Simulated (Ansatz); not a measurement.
Nudged elastic band, with input and output: GaH$_{5}$S (part 2 of 2)

GaH$_{5}$S; RKS BHLYP-D4/def2-SVP (Ansatz 0.2.0). The run did not end well. It belongs to a series of runs on one base structure; here: band between the two ends.

Geometry of the input (Å):
```
Ga -0.0422  0.1187  -0.0210
H  -0.5547  0.5511  1.4010
H  1.4823  0.2774  -0.3581
H  -1.0823  -0.0346  -1.1865
S  0.1010  -2.5055  0.5051
H  -1.1171  -2.6489  1.0480
H  0.7137  -2.4232  1.6954
```

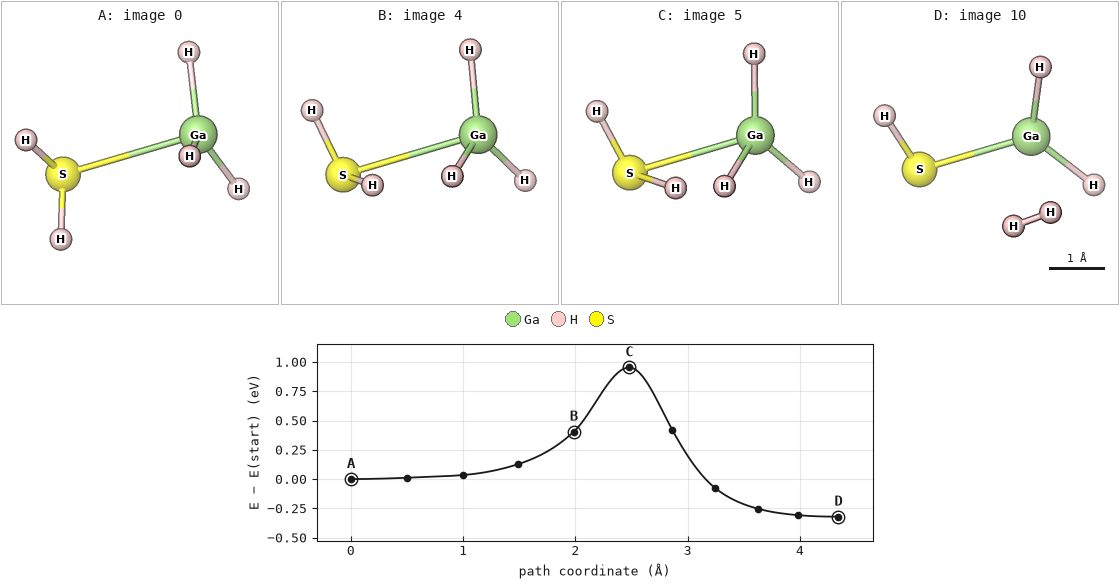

*Images of the last band (counted from 0; ball-and-stick, seen on its broad side) above the energy along the path; the line is a cubic interpolation that uses the forces.*

The highest image is number 5, 0.954 eV above the start and 1.275 eV above the end (the climbing image); the end lies 0.321 eV below the start. The path is 4.34 Å long. The band had not converged after 50 iterations.

```
Unfinished report: {"positions_ang":[[0.1112685202727205,-0.22302853968542563,-0.09277300520478272],[-0.08897917960417413,-0.06913797298668645,1.620939663765419],[1.5440505459604617,0.20562594559326103,-0.4918785107835466],[-1.2768020008928052,-0.005554678850534254,-0.7459241704119929],[0.25804305381472575,-2.5645588293495845,0.7246253308978524],[-1.0383864096361104,-2.8498038957853318,0.5294577627256937],[-0.008594529914819496,-1.1584430189357,1.5393529190113568]],"unchecked":["starts","cluster_reference","orbital_swaps","neighbouring_geometries","increment"],"mean_field":{"relativity":"none","state":{"energy":{"ev":-63282.352837261395,"hartree":-2325.583572449994},"converged":true,"gradient_ev":0.00001835186435731584,"stability":{"kind":"minimum","curvature_ev":33.77411294456312},"curvature_floor_ev":0.00030000000000000003,"spin_squared":-2.1316282072803006e-14},"others":[],"fillings":{"estimated":0,"unestimated":0,"tried":0,"untried":0,"excluded_magnetic_sites":0},"n_dropped_functions":0,"n_trapped_functions":0,"passes":{"evaluations":2,"products":16},"factors":{"origin":"Cholesky decomposition","count":789,"bound_ev":0.0011284767567351442},"gradient_stop_ev":0.00009,"reference_kind":"stationary","functional":{"name":"BHLYP","citations":["Becke, J. Chem. Phys. 98, 1372 (1993) doi:10.1063/1.464304","Becke, Phys. Rev. A 38, 3098 (1988) doi:10.1103/PhysRevA.38.3098","Lee, Yang & Parr, Phys. Rev. B 37, 785 (1988) doi:10.1103/PhysRevB.37.785"],"text":"name \"BHLYP\"\ncite \"Becke, J. Chem. Phys. 98, 1372 (1993) doi:10.1063/1.464304\"\ncite \"Becke, Phys. Rev. A 38, 3098 (1988) doi:10.1103/PhysRevA.38.3098\"\ncite \"Lee, Yang & Parr, Phys. Rev. B 37, 785 (1988) doi:10.1103/PhysRevB.37.785\"\nparameter a = 0.5\nexchange = (1 - a)*b88_x + a*exact_x\ncorrelation = lyp_c\n","parameters":{"a":{"value":0.5,"default":0.5}},"final_grid":{"core_spheres":13.0,"valence_spheres":11.0,"degree":36.0},"final_grid_parameter_source":"default","radial_points_factor":1.0,"radial_grid_error_ev":4.671919181681796e-7,"grid_sensitivity":"normal","grid_sensitivity_ratio":0.0009331686670994504},"unsmoothed_excess_ev":-0.00015614916693961517,"symmetry":{"irreps":["A"],"axes":[[0.9998159098263664,-0.010245322324610008,-0.016222818144197064],[0.010509665170050355,0.9998120090341331,0.016293972172050353],[0.01605283140409418,-0.01646146899869415,0.9997356283749801]],"occupied":[{"A":26},{"A":26}]},"held":{"pivots":787,"left_out":0,"joined":2},"density_repulsion":{"missed_ev":8.419574705843086e-6,"excess_ev":0.0,"most_excess_ev":0.0001404,"are_drawn_again":false,"n_first_factors":789,"energy_change_ev":0.0,"n_dropped_ends":0}},"factors":{"origin":"Cholesky decomposition","count":789,"bound_ev":0.0011284767567351442},"n_frozen":0,"n_occupied":[26,26],"n_virtual":[49,49],"reference":{"ev":-63282.352837261395,"hartree":-2325.583572449994},"dispersion":{"energy":{"ev":-0.17091184197292067,"hartree":-0.0062808943442974954},"switches_in_reach":[]},"total":{"ev":-63282.52374910337,"hartree":-2325.5898533443383},"forces_ev_per_angstrom":[[-0.005268423288284326,0.0013982256061258434,-0.004178368805328133],[-0.005443603305174748,-0.016790557879071376,-0.004214360540874818],[-0.003039070734391074,0.023096746084681895,0.02723545974304211],[0.004246513321549327,-0.012178375873237135,-0.0285673200742639],[0.00019271028821592792,-0.007902620334132658,-0.02680190220890324],[-0.017799351153244995,0.03009244590733456,0.047353742589052734],[0.027111224868649735,-0.017715863522694282,-0.010827250712328325]],"charge_distribution":{"dipole_moment_e_ang":[-0.1993808414122928,0.030398527629302143,0.0031049925608884923],"mulliken_charges_e":[0.36656846585268354,-0.15960691242760494,-0.10771667333314894,-0.11590607609324244,-0.24041383311807607,0.08805353735009458,0.16902149176923076],"lowdin_charges_e":[-0.13178113249175283,-0.01832266641549629,-0.07087155588751193,-0.07561934713348717,0.19834538813390346,-0.012251395635957119,0.1105007094302296]},"n_threads":1,"memory_gib":1.7045454550534487,"seconds":{"hamiltonian":3.339064997,"orbitals":0.0,"second_order":0.0,"solver_start":0.0,"cycles":0.0,"cycle":0.0,"perturbative":0.0,"full_ci_increment":0.0,"forces":0.0}}
this run last wrote the band of iteration 50 to [file]
Error: NEB band did not converge after 50 iterations: max|band force component| = 8.07e-2 eV/Å (threshold 3.0e-2); raise `neb.max_iterations` in a new run, which can start from the last band evaluated (`neb.initial_path`, with `crystal.atoms` and `neb.final_atoms` set to its first and last images), add images, or start from endpoints closer to local minima. Where this run's directory can be resumed (`checkpoint.write`), a resume goes on for up to `neb.max_iterations` more; to start a new run from the last band, take its images' positions from the `neb_iteration` event of iteration 50 (`data.images[].positions_ang`), in the event stream of the run that computed that iteration (not this run's, if it was resumed behind it). With `checkpoint.write`, `steps/00-neb/state/checkpoint.json` in the run directory holds the last saved band, under `neb.evaluated.images[].positions_ang` (a band under a hybrid functional on support functions is neither saved nor resumed: `neb.initial_path` says where its path is): check the last entry of `neb.iterations` there, which is earlier than 50 if that iteration was not saved or its write failed. If the band's step has no `state` directory and holds `state.next`, a write was cut short, and the file is under `state.next` instead (behind a loss of power it can be under `state.prev`)
this run wrote the band of iteration 50 to [file] as well, whether or not its events were kept: a new run's `neb.initial_path` can list its `images[].positions_ang`
a run's events are kept only if it was started with --events-out <file>, and are in that file
```

**The last band as extended XYZ (Å, eV, eV/Å)**
```
7
Properties=species:S:1:pos:R:3:forces:R:3 image=0 energy=-63283.47727
Ga   -0.0422    0.1187   -0.0210   -0.0008   0.0024   0.0010
H    -0.5547    0.5511    1.4010    0.0001   0.0002  -0.0013
H     1.4823    0.2774   -0.3581    0.0003   0.0001   0.0006
H    -1.0823   -0.0346   -1.1865   -0.0001   0.0004  -0.0008
S     0.1010   -2.5055    0.5051    0.0000  -0.0029  -0.0012
H    -1.1171   -2.6489    1.0480   -0.0018  -0.0002   0.0008
H     0.7137   -2.4232    1.6954    0.0022   0.0000   0.0009
7
Properties=species:S:1:pos:R:3:forces:R:3 image=1 energy=-63283.46558
Ga   -0.0184    0.1074   -0.0240    0.0004   0.0080   0.0010
H    -0.3976    0.5183    1.4460   -0.0100   0.0303  -0.0079
H     1.4715    0.2601   -0.4900   -0.0007   0.0175  -0.0012
H    -1.1615   -0.0217   -1.0912    0.0058  -0.0213  -0.0031
S     0.2053   -2.5030    0.5688   -0.0050   0.0041  -0.0021
H    -1.0855   -2.7693    0.8177   -0.0102   0.0187   0.0039
H     0.4868   -2.2568    1.8565    0.0196  -0.0574   0.0094
7
Properties=species:S:1:pos:R:3:forces:R:3 image=2 energy=-63283.44244
Ga    0.0250    0.0985   -0.0262   -0.0003   0.0146  -0.0007
H    -0.2269    0.5111    1.4713   -0.0083   0.0616  -0.0159
H     1.4698    0.2447   -0.6152   -0.0039   0.0178  -0.0117
H    -1.2113   -0.0325   -0.9832    0.0087  -0.0252  -0.0101
S     0.2729   -2.4990    0.6721   -0.0102   0.0136  -0.0016
H    -1.0142   -2.8715    0.6116   -0.0097   0.0283  -0.0080
H     0.1853   -2.1163    1.9534    0.0237  -0.1106   0.0481
7
Properties=species:S:1:pos:R:3:forces:R:3 image=3 energy=-63283.34905
Ga    0.0810    0.0552   -0.0168   -0.0020   0.0627   0.0050
H    -0.0870    0.3962    1.5138    0.0026   0.1610  -0.0293
H     1.4952    0.2183   -0.6620   -0.0132   0.0207  -0.0545
H    -1.2312   -0.0576   -0.8667    0.0325  -0.0114  -0.0520
S     0.2872   -2.5367    0.7713   -0.0114   0.0140  -0.0391
H    -0.9696   -2.9153    0.4971   -0.0115   0.0059  -0.0154
H    -0.0751   -1.8251    1.8471    0.0030  -0.2529   0.1854
7
Properties=species:S:1:pos:R:3:forces:R:3 image=4 energy=-63283.07260
Ga    0.0959   -0.0344   -0.0229   -0.0378   0.3779   0.1456
H    -0.0914    0.1643    1.5539   -0.0023   0.4180  -0.1169
H     1.5354    0.1938   -0.5684   -0.0164   0.0013  -0.1190
H    -1.2473   -0.0429   -0.8171    0.0619  -0.0457  -0.1381
S     0.2603   -2.5755    0.7911   -0.0138  -0.0404   0.0638
H    -1.0261   -2.8607    0.5421   -0.0225   0.0167   0.0441
H    -0.0263   -1.5096    1.6051    0.0309  -0.7278   0.1203
7
Properties=species:S:1:pos:R:3:forces:R:3 image=5 energy=-63282.52359
Ga    0.1113   -0.2230   -0.0928   -0.0053   0.0014  -0.0042
H    -0.0890   -0.0691    1.6209   -0.0054  -0.0168  -0.0042
H     1.5441    0.2056   -0.4919   -0.0030   0.0231   0.0272
H    -1.2768   -0.0056   -0.7459    0.0042  -0.0122  -0.0286
S     0.2580   -2.5646    0.7246    0.0002  -0.0079  -0.0268
H    -1.0384   -2.8498    0.5295   -0.0178   0.0301   0.0474
H    -0.0086   -1.1584    1.5394    0.0271  -0.0177  -0.0108
7
Properties=species:S:1:pos:R:3:forces:R:3 image=6 energy=-63283.05968
Ga    0.1293   -0.3970   -0.1821    0.0834  -0.8712  -0.4755
H    -0.0776   -0.1060    1.7180   -0.0524  -0.1336   0.4184
H     1.5304    0.2090   -0.4684   -0.0694   0.0569   0.1657
H    -1.2747    0.0342   -0.6907    0.0359   0.0601   0.1173
S     0.2657   -2.6268    0.5603    0.0925  -0.2797  -0.7184
H    -1.0552   -2.8527    0.5043   -0.0174  -0.0186  -0.0149
H    -0.0173   -0.9257    1.6424   -0.0727   1.1861   0.5073
7
Properties=species:S:1:pos:R:3:forces:R:3 image=7 energy=-63283.55480
Ga    0.1376   -0.5353   -0.2720    0.0274  -0.3096  -0.2138
H    -0.0664   -0.0091    1.8432   -0.0386   0.2102   0.2477
H     1.5093    0.1764   -0.4663   -0.0466  -0.0372   0.0493
H    -1.2622    0.0483   -0.6327    0.0413  -0.0305   0.0373
S     0.2624   -2.6977    0.3677    0.0138  -0.1508  -0.4009
H    -1.0652   -2.8768    0.4511    0.0141  -0.0276  -0.0340
H    -0.0148   -0.7706    1.7928   -0.0115   0.3454   0.3145
7
Properties=species:S:1:pos:R:3:forces:R:3 image=8 energy=-63283.72939
Ga    0.1259   -0.6039   -0.3231    0.0063  -0.0622  -0.0566
H    -0.0121    0.1229    1.9755   -0.0144   0.1079   0.0931
H     1.4933    0.1184   -0.4950   -0.0039  -0.0321  -0.0003
H    -1.2701    0.0319   -0.5927    0.0062  -0.0366   0.0031
S     0.2420   -2.7563    0.2338   -0.0081  -0.0582  -0.1455
H    -1.0837   -2.9444    0.3183    0.0049  -0.0187  -0.0296
H     0.0054   -0.6335    1.9672    0.0090   0.0999   0.1359
7
Properties=species:S:1:pos:R:3:forces:R:3 image=9 energy=-63283.78534
Ga    0.1055   -0.6488   -0.3629    0.0042  -0.0155  -0.0145
H     0.0469    0.2439    2.1069   -0.0062   0.0325   0.0244
H     1.4778    0.0640   -0.5249    0.0028  -0.0099   0.0009
H    -1.2909    0.0005   -0.5904    0.0003  -0.0186   0.0040
S     0.2130   -2.8021    0.1450   -0.0011  -0.0215  -0.0561
H    -1.1116   -3.0125    0.1621   -0.0032  -0.0004  -0.0029
H     0.0599   -0.5099    2.1479    0.0031   0.0334   0.0442
7
Properties=species:S:1:pos:R:3:forces:R:3 image=10 energy=-63283.79814
Ga    0.0989   -0.6988   -0.3869   -0.0016   0.0006  -0.0051
H     0.0453    0.3668    2.1810    0.0034  -0.0188   0.0054
H     1.4775    0.0022   -0.5448    0.0002   0.0009   0.0031
H    -1.2971   -0.0278   -0.5356   -0.0010  -0.0003  -0.0003
S     0.1882   -2.8714    0.0048   -0.0027  -0.0038   0.0016
H    -1.1385   -3.0656    0.0437    0.0030   0.0012  -0.0009
H     0.1262   -0.3703    2.3216   -0.0012   0.0201  -0.0039
```
